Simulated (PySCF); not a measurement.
**[Pb(OH)3]+: forces at shaken geometries**

How stiff is [Pb(OH)3]+? Its atoms are displaced at random by several amounts. The structure is generated, not taken from experiment.

The runs use PySCF 2.14.0; r2SCAN, Pb def2-SVP with ECP60, O def2-SVP, H def2-SVP; scalar-relativistic core potentials, no spin–orbit coupling.

5 further runs of the same task are left out: 2 for a known fault of the program, 1 that didn't finish, 2 set aside as unsound or not needed. Runs told in other sessions of the task aren't counted.

**1. Starting geometry**

7 atoms, charge 1, spin multiplicity 1.

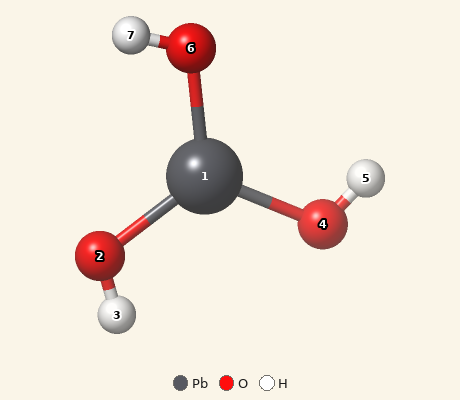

The geometry (lead dark grey, oxygen red, hydrogen white); atoms are numbered from 1 in the order of the file.

As a file:

```xyz
7
charge 1, multiplicity 1
Pb    0.00000    0.00000    0.06445
O     2.02174   -0.34755    0.06599
H     2.51127    0.50178    0.06545
O    -0.70989    1.92465    0.06599
H    -1.69019    1.92393    0.06545
O    -1.31185   -1.57710    0.06599
H    -0.82108   -2.42572    0.06545
```

Formal oxidation states: Pb +4. An earlier session relaxed this geometry at r2SCAN, Pb def2-SVP with ECP60, O def2-SVP, H def2-SVP (singlet, point group C3h).

Its energy there is -419.802190 Eh.

**2. Atoms moved at random, σ = 0.15 Å**

File run.py (the lines that set the calculation):

```python
mol = gto.M(atom='''
Pb    -0.04155     0.11086     0.29633
O      2.04062    -0.60483     0.04509
H      2.47352     0.62672     0.24412
O     -0.50963     2.00678     0.18563
H     -1.78349     1.84287    -0.10912
O     -1.26606    -1.48956    -0.18107
H     -0.91341    -2.49283    -0.02220''',
    basis={'Pb': 'def2-SVP', 'O': 'def2-SVP', 'H': 'def2-SVP'},
    ecp={'Pb': 'def2-SVP'},
    charge=1, spin=0)
mf = dft.RKS(mol, xc='R2SCAN')
mf.grids.atom_grid = (50, 194)
mf = mf.density_fit()  # fitting sets: Pb def2-universal-JKFIT, O def2-universal-JKFIT, H def2-universal-JKFIT
mf.conv_tol = 1e-08; mf.max_cycle = 55
mf.kernel(dm0)  # dm0: the density of the relaxed state
```

Command:

```sh
$ OMP_NUM_THREADS=2 python run.py
```

Output:

```text
init E= -419.092103382382
  HOMO = -0.645005156395371  LUMO = -0.574199192847601  gap/eV = 1.92673
cycle= 1 E= -419.615511439446  delta_E= -0.523  |g|= 0.485  |ddm|= 1.13
  HOMO = -0.345863302273319  LUMO = -0.325074439381236  gap/eV = 0.56569
cycle= 2 E= -418.248766663866  delta_E= 1.37  |g|= 2.16  |ddm|= 2.38
  HOMO = -0.457889732085737  LUMO = -0.375901771555018  gap/eV = 2.23101
cycle= 3 E= -419.582088221639  delta_E= -1.33  |g|= 0.613  |ddm|= 2.28
  HOMO = -0.456866402676056  LUMO = -0.397429823516017  gap/eV = 1.61735
cycle= 4 E= -419.637033492419  delta_E= -0.0549  |g|= 0.39  |ddm|= 0.779
  HOMO = -0.469847311487012  LUMO = -0.40603559967257  gap/eV = 1.73641
cycle= 5 E= -419.664101957433  delta_E= -0.0271  |g|= 0.181  |ddm|= 0.402
  HOMO = -0.46784444679137  LUMO = -0.403092591682036  gap/eV = 1.76199
cycle= 6 E= -419.670812308413  delta_E= -0.00671  |g|= 0.0648  |ddm|= 0.225
  HOMO = -0.469308079923891  LUMO = -0.40360766919153  gap/eV = 1.78780
cycle= 7 E= -419.671855170449  delta_E= -0.00104  |g|= 0.0114  |ddm|= 0.0842
  HOMO = -0.470503945927265  LUMO = -0.403999545796726  gap/eV = 1.80968
cycle= 8 E= -419.671890810833  delta_E= -3.56e-05  |g|= 0.00331  |ddm|= 0.0183
  HOMO = -0.470312746799089  LUMO = -0.40388912453232  gap/eV = 1.80748
cycle= 9 E= -419.671894056732  delta_E= -3.25e-06  |g|= 0.00046  |ddm|= 0.00411
  HOMO = -0.470308253486963  LUMO = -0.403935084882974  gap/eV = 1.80611
cycle= 10 E= -419.671894111375  delta_E= -5.46e-08  |g|= 0.000187  |ddm|= 0.00081
  HOMO = -0.470313083026104  LUMO = -0.403932768619828  gap/eV = 1.80630
cycle= 11 E= -419.671894122282  delta_E= -1.09e-08  |g|= 3.15e-05  |ddm|= 0.000263
  HOMO = -0.470316600220142  LUMO = -0.403934376935137  gap/eV = 1.80635
cycle= 12 E= -419.671894122565  delta_E= -2.83e-10  |g|= 3.73e-06  |ddm|= 3.53e-05
  HOMO = -0.47031671815943  LUMO = -0.403934383476944  gap/eV = 1.80636
Extra cycle  E= -419.671894122511  delta_E= 5.33e-11  |g|= 1.55e-05  |ddm|= 1.69e-05
converged SCF energy = -419.671894122511
```

Wall time 4.6 s (2 threads of Arm Neoverse V1, shared host).

Read off: E = -419.671894 Eh (+3.546 eV from the relaxed state), HOMO -12.80 eV, LUMO -10.99 eV, Mulliken charge on Pb1 +1.21 e, largest force component 6.354 eV/Å. 

```tsv
atom	Fx	Fy	Fz (eV/Å)
Pb1	2.604	-4.140	-0.403
O2	-0.107	6.354	1.323
H3	-1.223	-5.380	-0.914
O4	-6.333	1.287	-1.374
H5	5.183	1.255	1.233
O6	0.601	-2.718	0.502
H7	-0.726	3.342	-0.367
```

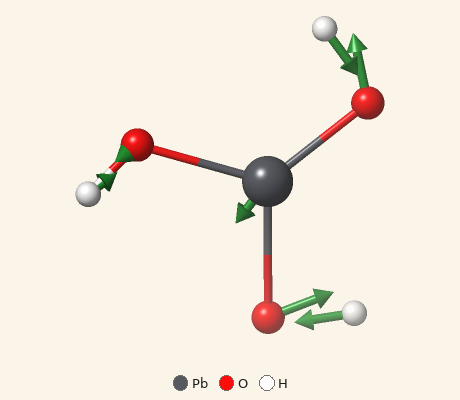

Forces as arrows, the longest for the largest force.

**3. Atoms moved at random, σ = 0.06 Å**

File run.py (the lines that set the calculation):

```python
mol = gto.M(atom='''
Pb     0.00326    -0.02884     0.05217
O      2.13359    -0.35969     0.12552
H      2.51380     0.46083     0.00095
O     -0.74282     1.95115     0.00867
H     -1.72396     1.92378     0.07005
O     -1.29811    -1.49809     0.02106
H     -0.88575    -2.44914     0.18036''',
    basis={'Pb': 'def2-SVP', 'O': 'def2-SVP', 'H': 'def2-SVP'},
    ecp={'Pb': 'def2-SVP'},
    charge=1, spin=0)
mf = dft.RKS(mol, xc='R2SCAN')
mf.grids.atom_grid = (50, 194)
mf = mf.density_fit()  # fitting sets: Pb def2-universal-JKFIT, O def2-universal-JKFIT, H def2-universal-JKFIT
mf.conv_tol = 1e-08; mf.max_cycle = 55
mf.kernel(dm0)  # dm0: the density of the relaxed state
```

Command:

```sh
$ OMP_NUM_THREADS=2 python run.py
```

Output:

```text
init E= -419.735541095345
  HOMO = -0.507056061850754  LUMO = -0.427061212128081  gap/eV = 2.17677
cycle= 1 E= -419.782157984633  delta_E= -0.0466  |g|= 0.126  |ddm|= 0.428
  HOMO = -0.480725816676137  LUMO = -0.402541826678654  gap/eV = 2.12749
cycle= 2 E= -419.72700550067  delta_E= 0.0552  |g|= 0.487  |ddm|= 0.573
  HOMO = -0.487548355806246  LUMO = -0.404820672896083  gap/eV = 2.25113
cycle= 3 E= -419.785367586988  delta_E= -0.0584  |g|= 0.0484  |ddm|= 0.492
  HOMO = -0.4919525923788  LUMO = -0.408243655603762  gap/eV = 2.27784
cycle= 4 E= -419.785553714595  delta_E= -0.000186  |g|= 0.0378  |ddm|= 0.065
  HOMO = -0.491720960114747  LUMO = -0.408134483359124  gap/eV = 2.27450
cycle= 5 E= -419.785876144665  delta_E= -0.000322  |g|= 0.0102  |ddm|= 0.0452
  HOMO = -0.491469178913736  LUMO = -0.407676564232514  gap/eV = 2.28011
cycle= 6 E= -419.785900983169  delta_E= -2.48e-05  |g|= 0.00354  |ddm|= 0.0127
  HOMO = -0.491730814639696  LUMO = -0.407841230729751  gap/eV = 2.28275
cycle= 7 E= -419.785903284998  delta_E= -2.3e-06  |g|= 0.00133  |ddm|= 0.00393
  HOMO = -0.491680708435543  LUMO = -0.407861561453533  gap/eV = 2.28084
cycle= 8 E= -419.785903766767  delta_E= -4.82e-07  |g|= 0.000169  |ddm|= 0.00181
  HOMO = -0.491671764852786  LUMO = -0.407854973960699  gap/eV = 2.28077
cycle= 9 E= -419.785903775136  delta_E= -8.37e-09  |g|= 1.92e-05  |ddm|= 0.000249
  HOMO = -0.491678091690993  LUMO = -0.407857512642632  gap/eV = 2.28087
Extra cycle  E= -419.785903773857  delta_E= 1.28e-09  |g|= 7.4e-05  |ddm|= 9.46e-05
converged SCF energy = -419.785903773857
```

It took 3.8 s on 2 threads of Arm Neoverse V1, shared host.

Result: E = -419.785904 Eh (+0.443 eV from the relaxed state), HOMO -13.38 eV, LUMO -11.10 eV, Mulliken charge on Pb1 +1.25 e, largest force component 3.947 eV/Å. 

```tsv
atom	Fx	Fy	Fz (eV/Å)
Pb1	2.396	2.192	0.091
O2	-3.260	-3.364	0.441
H3	1.835	3.650	-0.513
O4	0.276	-0.847	0.027
H5	0.124	-0.066	-0.030
O6	-0.391	-3.947	0.418
H7	-0.980	2.382	-0.434
```

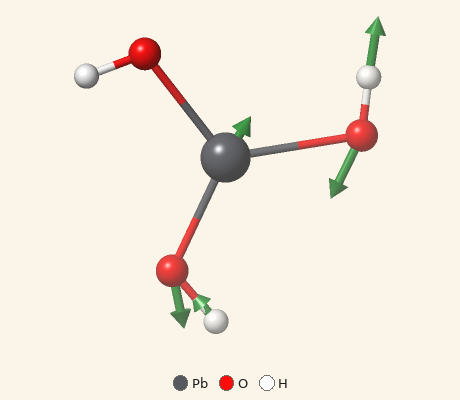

Forces as arrows, the longest for the largest force.

**4. Atoms moved at random, σ = 0.03 Å**

File run.py (the lines that set the calculation):

```python
mol = gto.M(atom='''
Pb    -0.01608     0.02060     0.07028
O      2.04574    -0.28644     0.10734
H      2.54834     0.46293     0.09899
O     -0.71429     1.89493     0.06783
H     -1.72779     1.92130     0.00936
O     -1.30668    -1.57520     0.04937
H     -0.82924    -2.43813     0.05561''',
    basis={'Pb': 'def2-SVP', 'O': 'def2-SVP', 'H': 'def2-SVP'},
    ecp={'Pb': 'def2-SVP'},
    charge=1, spin=0)
mf = dft.RKS(mol, xc='R2SCAN')
mf.grids.atom_grid = (50, 194)
mf = mf.density_fit()  # fitting sets: Pb def2-universal-JKFIT, O def2-universal-JKFIT, H def2-universal-JKFIT
mf.conv_tol = 1e-08; mf.max_cycle = 55
mf.kernel(dm0)  # dm0: the density of the relaxed state
```

Command:

```sh
$ OMP_NUM_THREADS=2 python run.py
```

Output:

```text
init E= -419.82083004941
  HOMO = -0.488300306492819  LUMO = -0.397935258432501  gap/eV = 2.45896
cycle= 1 E= -419.791315567136  delta_E= 0.0295  |g|= 0.0744  |ddm|= 0.211
  HOMO = -0.491303757984912  LUMO = -0.400794901543005  gap/eV = 2.46287
cycle= 2 E= -419.776374285813  delta_E= 0.0149  |g|= 0.254  |ddm|= 0.331
  HOMO = -0.495232887463618  LUMO = -0.4019561192151  gap/eV = 2.53819
cycle= 3 E= -419.792549790081  delta_E= -0.0162  |g|= 0.0273  |ddm|= 0.268
  HOMO = -0.496406465905417  LUMO = -0.402301882399033  gap/eV = 2.56072
cycle= 4 E= -419.792670705296  delta_E= -0.000121  |g|= 0.0114  |ddm|= 0.0262
  HOMO = -0.496304389410513  LUMO = -0.402128161418499  gap/eV = 2.56267
cycle= 5 E= -419.792698556262  delta_E= -2.79e-05  |g|= 0.0038  |ddm|= 0.0134
  HOMO = -0.496116610579396  LUMO = -0.402018612572167  gap/eV = 2.56054
cycle= 6 E= -419.792700935878  delta_E= -2.38e-06  |g|= 0.00223  |ddm|= 0.00524
  HOMO = -0.496293577602836  LUMO = -0.40206630383884  gap/eV = 2.56405
cycle= 7 E= -419.792702093414  delta_E= -1.16e-06  |g|= 0.000283  |ddm|= 0.00253
  HOMO = -0.496267248284216  LUMO = -0.402063402495337  gap/eV = 2.56342
cycle= 8 E= -419.792702117581  delta_E= -2.42e-08  |g|= 1.47e-05  |ddm|= 0.000368
  HOMO = -0.496268373638943  LUMO = -0.402063516700395  gap/eV = 2.56344
cycle= 9 E= -419.792702117637  delta_E= -5.55e-11  |g|= 2.56e-06  |ddm|= 1.83e-05
  HOMO = -0.496268573414053  LUMO = -0.402063305425703  gap/eV = 2.56346
Extra cycle  E= -419.792702117626  delta_E= 1.13e-11  |g|= 6.51e-06  |ddm|= 9.95e-06
converged SCF energy = -419.792702117626
```

Run time: 4 s. Hardware: 2 threads of Arm Neoverse V1, shared host.

Result: E = -419.792702 Eh (+0.258 eV from the relaxed state), HOMO -13.50 eV, LUMO -10.94 eV, Mulliken charge on Pb1 +1.28 e, largest force component 4.279 eV/Å. 

```tsv
atom	Fx	Fy	Fz (eV/Å)
Pb1	1.120	-1.052	0.009
O2	-3.203	-4.279	0.035
H3	2.437	4.209	-0.046
O4	-1.896	1.085	-0.103
H5	1.494	-0.049	0.099
O6	0.110	-0.212	0.006
H7	-0.062	0.299	-0.001
```

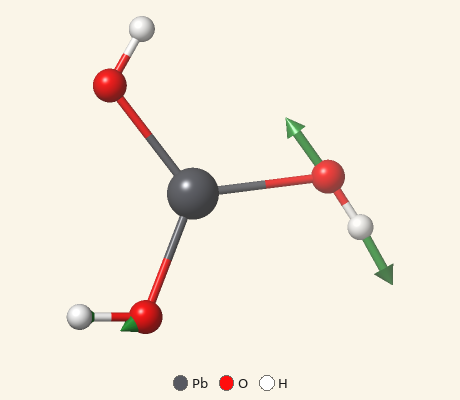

Forces as arrows, the longest for the largest force.

**5. The displacements side by side**

| σ (Å) | energy rise (eV) | harmonic estimate −½ F·u (eV) | largest force component (eV/Å) |
| --- | --- | --- | --- |
| 0.15 | 3.546 | 2.851 | 6.35 |
| 0.06 | 0.443 | 0.441 | 3.95 |
| 0.03 | 0.258 | 0.270 | 4.28 |

Every displacement raises the energy. For a harmonic well the rise equals −½ F·u; the two differ by at most 20 % here (a move with σ = 0.15 Å), from anharmonicity, the grid and the small forces left at the relaxed point. The largest moves cost over 1 eV, far outside the harmonic range, so agreement there can come from errors that cancel between squeezed and stretched bonds. These are double-zeta-type bases without diffuse functions. Spin–orbit coupling is left out.
